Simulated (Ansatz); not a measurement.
# ZrH4S3O: geometry relaxation (part 2 of 2)

Continued. System: ZrH4S3O, SMILES [OH][Zr]([SH])([SH])[SH]. Method: RKS PBE0-D4/def2-TZVP (Ansatz 0.2.0). The geometry: GFN2-xTB start.

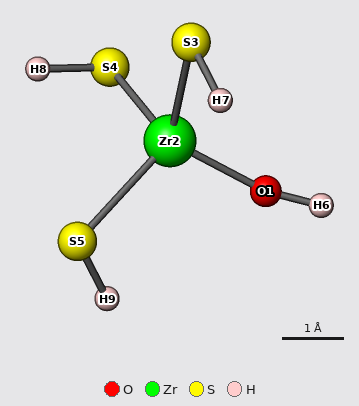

*The geometry at step 15 of the log (ball-and-stick view, seen at a tilt; atoms are numbered from 1 in the order of the input).*

### Trajectory as extended XYZ, continued
```
9
Properties=species:S:1:pos:R:3:forces:R:3 step=7 energy=-35893.19620
O    -1.2124    0.3706   -1.4562    0.0348   0.0451   0.0230
Zr   -0.1694   -0.0691    0.0633    0.0127  -0.1197   0.0390
S    -0.5266    1.3057    2.0487   -0.0201  -0.0056  -0.0071
S    -0.7911   -2.3384    0.6927    0.1192   0.0830   0.0529
S     2.2190    0.1025   -0.4475   -0.0843  -0.0152  -0.0888
H    -1.8706    0.7964   -1.9991   -0.0424   0.0314  -0.0473
H     0.0465    2.3635    1.4393    0.0008   0.0089  -0.0125
H     0.3543   -2.3972    1.4090   -0.0695  -0.0441  -0.0213
H     1.9503   -0.1340   -1.7502    0.0488   0.0162   0.0621
9
Properties=species:S:1:pos:R:3:forces:R:3 step=8 energy=-35893.19546 accepted=F
O    -1.1957    0.4147   -1.4491   -0.1110   0.0006  -0.0134
Zr   -0.1719   -0.0764    0.0696    0.0613  -0.0119  -0.0740
S    -0.5634    1.3073    2.0404    0.0264  -0.0232  -0.0089
S    -0.7696   -2.3435    0.7262    0.0193  -0.0390   0.0468
S     2.2064    0.0893   -0.4849    0.0207  -0.0025  -0.0651
H    -1.8662    0.8496   -1.9750    0.0814  -0.0383   0.0489
H     0.0052    2.3522    1.4056    0.0030   0.0427  -0.0058
H     0.3519   -2.4648    1.4707   -0.0674   0.0407  -0.0736
H     2.0033   -0.1284   -1.8035   -0.0336   0.0309   0.1452
9
Properties=species:S:1:pos:R:3:forces:R:3 step=9 energy=-35893.20057
O    -1.2079    0.3896   -1.4510   -0.0289   0.0219  -0.0047
Zr   -0.1694   -0.0801    0.0639    0.0092  -0.0042  -0.0079
S    -0.5367    1.3070    2.0372    0.0070   0.0093  -0.0039
S    -0.7816   -2.3436    0.7128   -0.0474   0.0031  -0.0162
S     2.2129    0.1002   -0.4606    0.0063   0.0107   0.0754
H    -1.8671    0.8270   -1.9863    0.0248  -0.0088   0.0078
H     0.0253    2.3662    1.4178   -0.0114  -0.0108  -0.0033
H     0.3548   -2.4360    1.4291    0.0471  -0.0147   0.0292
H     1.9697   -0.1303   -1.7628   -0.0067  -0.0066  -0.0764
9
Properties=species:S:1:pos:R:3:forces:R:3 step=10 energy=-35893.20133
O    -1.2022    0.3969   -1.4304   -0.0120   0.0276   0.0087
Zr   -0.1621   -0.0928    0.0769   -0.0102  -0.0006   0.0020
S    -0.5029    1.3197    2.0364   -0.0135  -0.0052  -0.0110
S    -0.8040   -2.3446    0.7469    0.0302  -0.0001   0.0137
S     2.2191    0.0768   -0.4525    0.0029  -0.0059  -0.0228
H    -1.8480    0.8558   -1.9635    0.0105  -0.0092  -0.0044
H    -0.0494    2.3937    1.3572    0.0053  -0.0056   0.0036
H     0.3695   -2.4954    1.3951   -0.0146   0.0039  -0.0078
H     1.9800   -0.1101   -1.7660    0.0014  -0.0049   0.0181
9
Properties=species:S:1:pos:R:3:forces:R:3 step=11 energy=-35893.20140
O    -1.2104    0.4071   -1.4258    0.0318  -0.0143   0.0503
Zr   -0.1652   -0.0836    0.0782   -0.0267   0.0034  -0.0098
S    -0.5147    1.3201    2.0407    0.0022  -0.0019  -0.0034
S    -0.7909   -2.3419    0.7451    0.0157  -0.0001  -0.0037
S     2.2123    0.1056   -0.4597    0.0239   0.0000   0.0961
H    -1.8406    0.8682   -1.9734   -0.0275   0.0156  -0.0321
H    -0.0537    2.3946    1.3675   -0.0020   0.0016  -0.0014
H     0.3887   -2.4963    1.3800   -0.0030   0.0097  -0.0020
H     1.9745   -0.1737   -1.7526   -0.0145  -0.0140  -0.0941
9
Properties=species:S:1:pos:R:3:forces:R:3 step=12 energy=-35893.20143
O    -1.2103    0.4079   -1.4239    0.0197  -0.0091   0.0323
Zr   -0.1648   -0.0836    0.0784   -0.0135   0.0007   0.0081
S    -0.5135    1.3203    2.0412    0.0001  -0.0074  -0.0012
S    -0.7910   -2.3421    0.7439    0.0123  -0.0009  -0.0046
S     2.2126    0.1063   -0.4604    0.0231  -0.0003   0.0965
H    -1.8403    0.8670   -1.9734   -0.0275   0.0158  -0.0323
H    -0.0553    2.3949    1.3668    0.0001   0.0063  -0.0040
H     0.3874   -2.4966    1.3805    0.0004   0.0092  -0.0006
H     1.9751   -0.1742   -1.7530   -0.0147  -0.0142  -0.0942
9
Properties=species:S:1:pos:R:3:forces:R:3 step=13 energy=-35893.20189
O    -1.2067    0.4023   -1.4305   -0.0042   0.0106   0.0055
Zr   -0.1659   -0.0903    0.0751   -0.0041  -0.0032  -0.0063
S    -0.5175    1.3155    2.0366   -0.0033  -0.0066   0.0032
S    -0.7921   -2.3474    0.7411    0.0042   0.0050   0.0039
S     2.2156    0.0795   -0.4560   -0.0049  -0.0045  -0.0309
H    -1.8456    0.8603   -1.9723    0.0042  -0.0048  -0.0045
H    -0.0380    2.3856    1.3698    0.0024   0.0031  -0.0024
H     0.3757   -2.4768    1.4027    0.0012  -0.0019  -0.0008
H     1.9747   -0.1286   -1.7666    0.0045   0.0025   0.0323
9
Properties=species:S:1:pos:R:3:forces:R:3 step=14 energy=-35893.20205
O    -1.2097    0.4088   -1.4257   -0.0084   0.0081  -0.0037
Zr   -0.1674   -0.0868    0.0769    0.0101  -0.0068   0.0127
S    -0.5168    1.3169    2.0399    0.0007  -0.0046   0.0013
S    -0.7888   -2.3453    0.7431    0.0068   0.0008   0.0027
S     2.2135    0.0853   -0.4563   -0.0015  -0.0041  -0.0005
H    -1.8421    0.8663   -1.9750   -0.0037  -0.0005  -0.0103
H    -0.0500    2.3896    1.3680    0.0001   0.0041  -0.0015
H     0.3868   -2.4807    1.3899   -0.0039   0.0020  -0.0035
H     1.9745   -0.1541   -1.7608   -0.0001   0.0010   0.0029
9
Properties=species:S:1:pos:R:3:forces:R:3 step=15 energy=-35893.20214
O    -1.2123    0.4154   -1.4201   -0.0139   0.0107  -0.0152
Zr   -0.1682   -0.0854    0.0788    0.0148  -0.0053   0.0209
S    -0.5124    1.3174    2.0429    0.0037   0.0058   0.0018
S    -0.7861   -2.3450    0.7449    0.0112   0.0021   0.0032
S     2.2125    0.0845   -0.4557   -0.0028  -0.0033   0.0097
H    -1.8369    0.8718   -1.9790   -0.0023  -0.0026  -0.0075
H    -0.0662    2.3970    1.3674   -0.0037  -0.0067   0.0014
H     0.3983   -2.4798    1.3761   -0.0080  -0.0001  -0.0039
H     1.9712   -0.1758   -1.7553    0.0011  -0.0005  -0.0104
9
Properties=species:S:1:pos:R:3:forces:R:3 step=16 energy=-35893.20216
O    -1.2178    0.4312   -1.4081   -0.0464   0.0296  -0.0476
Zr   -0.1715   -0.0790    0.0850    0.0301  -0.0135   0.0300
S    -0.5025    1.3197    2.0539    0.0186   0.0417  -0.0282
S    -0.7808   -2.3409    0.7506    0.0263  -0.0094   0.0115
S     2.2087    0.0797   -0.4544    0.0011  -0.0011  -0.0001
H    -1.8291    0.8809   -1.9878    0.0211  -0.0210   0.0186
H    -0.0999    2.4061    1.3587   -0.0165  -0.0357   0.0280
H     0.4196   -2.4851    1.3508   -0.0320   0.0073  -0.0159
H     1.9734   -0.2128   -1.7487   -0.0022   0.0022   0.0036
9
Properties=species:S:1:pos:R:3:forces:R:3 step=17 energy=-35893.20228
O    -1.2148    0.4271   -1.4119   -0.0280   0.0197  -0.0274
Zr   -0.1687   -0.0808    0.0830    0.0176  -0.0045   0.0193
S    -0.5015    1.3192    2.0510    0.0085   0.0233  -0.0128
S    -0.7831   -2.3418    0.7470    0.0156  -0.0037   0.0074
S     2.2119    0.0792   -0.4540   -0.0053  -0.0024  -0.0031
H    -1.8330    0.8744   -1.9859    0.0144  -0.0136   0.0100
H    -0.0928    2.4067    1.3630   -0.0091  -0.0231   0.0139
H     0.4113   -2.4839    1.3582   -0.0169   0.0031  -0.0088
H     1.9706   -0.2000   -1.7503    0.0031   0.0010   0.0015
9
Properties=species:S:1:pos:R:3:forces:R:3 step=18 energy=-35893.20231
O    -1.2149    0.4270   -1.4116   -0.0138   0.0118  -0.0088
Zr   -0.1683   -0.0806    0.0836    0.0001  -0.0015   0.0011
S    -0.5005    1.3194    2.0519    0.0055   0.0147  -0.0074
S    -0.7846   -2.3415    0.7463    0.0118   0.0023   0.0036
S     2.2119    0.0793   -0.4544    0.0020  -0.0023  -0.0001
H    -1.8347    0.8715   -1.9857    0.0094  -0.0088   0.0053
H    -0.0931    2.4074    1.3645   -0.0057  -0.0155   0.0083
H     0.4102   -2.4819    1.3564   -0.0086  -0.0012  -0.0031
H     1.9741   -0.2006   -1.7510   -0.0007   0.0005   0.0012
9
Properties=species:S:1:pos:R:3:forces:R:3 step=19 energy=-35893.20235
O    -1.2153    0.4305   -1.4098   -0.0031   0.0051   0.0038
Zr   -0.1674   -0.0788    0.0845   -0.0074   0.0022  -0.0072
S    -0.4968    1.3204    2.0539    0.0031   0.0092  -0.0061
S    -0.7837   -2.3401    0.7458    0.0050   0.0011   0.0015
S     2.2127    0.0782   -0.4540    0.0012  -0.0011   0.0001
H    -1.8349    0.8701   -1.9876    0.0074  -0.0060   0.0039
H    -0.0999    2.4101    1.3639   -0.0034  -0.0104   0.0057
H     0.4119   -2.4846    1.3527   -0.0030   0.0001  -0.0013
H     1.9734   -0.2058   -1.7494    0.0002  -0.0001  -0.0004
9
Properties=species:S:1:pos:R:3:forces:R:3 step=20 energy=-35893.20238
O    -1.2169    0.4361   -1.4058    0.0011   0.0020   0.0074
Zr   -0.1674   -0.0766    0.0862   -0.0103   0.0036  -0.0117
S    -0.4925    1.3213    2.0572    0.0035   0.0106  -0.0072
S    -0.7819   -2.3387    0.7460    0.0013   0.0002   0.0006
S     2.2126    0.0761   -0.4536    0.0009   0.0002  -0.0014
H    -1.8332    0.8706   -1.9909    0.0076  -0.0055   0.0054
H    -0.1110    2.4139    1.3629   -0.0036  -0.0112   0.0068
H     0.4173   -2.4854    1.3450   -0.0011   0.0001  -0.0005
H     1.9731   -0.2173   -1.7470    0.0004   0.0000   0.0006
9
Properties=species:S:1:pos:R:3:forces:R:3 step=21 energy=-35893.20239
O    -1.2180    0.4394   -1.4033    0.0028  -0.0004   0.0078
Zr   -0.1677   -0.0750    0.0874   -0.0062   0.0017  -0.0093
S    -0.4903    1.3221    2.0593    0.0018   0.0047  -0.0045
S    -0.7809   -2.3376    0.7463   -0.0023  -0.0015  -0.0005
S     2.2122    0.0756   -0.4536    0.0006   0.0008  -0.0017
H    -1.8319    0.8706   -1.9930    0.0039  -0.0026   0.0027
H    -0.1169    2.4153    1.3621   -0.0015  -0.0037   0.0038
H     0.4202   -2.4865    1.3406    0.0009   0.0009   0.0001
H     1.9733   -0.2238   -1.7458   -0.0001   0.0002   0.0016
9
Properties=species:S:1:pos:R:3:forces:R:3 step=22 energy=-35893.20240
O    -1.2191    0.4421   -1.4006    0.0015  -0.0004   0.0033
Zr   -0.1678   -0.0741    0.0882   -0.0022   0.0012  -0.0052
S    -0.4881    1.3226    2.0607    0.0010   0.0033  -0.0009
S    -0.7801   -2.3373    0.7464   -0.0019  -0.0011  -0.0004
S     2.2120    0.0750   -0.4539   -0.0005   0.0006  -0.0022
H    -1.8298    0.8709   -1.9954    0.0021  -0.0015   0.0018
H    -0.1231    2.4181    1.3630   -0.0009  -0.0027   0.0014
H     0.4236   -2.4860    1.3359    0.0005   0.0001   0.0004
H     1.9725   -0.2312   -1.7444    0.0004   0.0004   0.0018
9
Properties=species:S:1:pos:R:3:forces:R:3 step=23 energy=-35893.20240
O    -1.2192    0.4425   -1.3996    0.0003   0.0001   0.0006
Zr   -0.1678   -0.0740    0.0886   -0.0003  -0.0006  -0.0002
S    -0.4875    1.3227    2.0612    0.0001  -0.0003  -0.0001
S    -0.7803   -2.3373    0.7464   -0.0004  -0.0002  -0.0005
S     2.2119    0.0756   -0.4543   -0.0003   0.0002  -0.0011
H    -1.8289    0.8709   -1.9957    0.0001  -0.0002   0.0000
H    -0.1243    2.4180    1.3624    0.0001   0.0010  -0.0001
H     0.4237   -2.4859    1.3352    0.0001  -0.0004   0.0004
H     1.9723   -0.2324   -1.7443    0.0002   0.0003   0.0009
```

The run was set up as follows.

### The input
```yaml
crystal:
  periodic: [false, false, false]
  atoms:
    - {symbol: O, position_ang: [-1.413460, 0.466350, -1.531030]}
    - {symbol: Zr, position_ang: [-0.454040, -0.009090, -0.045280]}
    - {symbol: S, position_ang: [-0.600600, 1.203740, 2.082580]}
    - {symbol: S, position_ang: [-0.385310, -2.374130, 0.601610]}
    - {symbol: S, position_ang: [1.917190, 0.353340, -0.585740]}
    - {symbol: H, position_ang: [-1.752970, 0.890630, -2.322750]}
    - {symbol: H, position_ang: [0.386150, 2.048780, 1.745610]}
    - {symbol: H, position_ang: [0.387220, -2.060290, 1.658560]}
    - {symbol: H, position_ang: [1.915820, -0.519330, -1.603560]}
basis:
  gaussian: {orbitals: def2-TZVP}
hamiltonian: {xc: pbe0, dispersion: d4}
relax: {f_tol: 0.005, max_steps: 150}
```

Command:
```bash
ansatz run in.yaml --threads 4 --pin off --events-out ev --progress --plain --max-ram 10444MiB
```

### Key numbers

| quantity | value |
| --- | --- |
| outcome | converged |
| total energy | −35893.2024 eV |
| mean-field energy | −35892.9448 eV |
| dispersion energy | −0.2577 eV |
| SCF solution under orbital rotations | stable |
| largest force (length of the vector) at the end | 0.001 eV/Å |
| dipole moment | 3.07 D |
| hardware | 4 threads of Arm Neoverse V2, 23 GiB of memory available, shared host |
| wall time | 94 s (CPU time 6 min) |
| peak memory | 0.68 GiB |
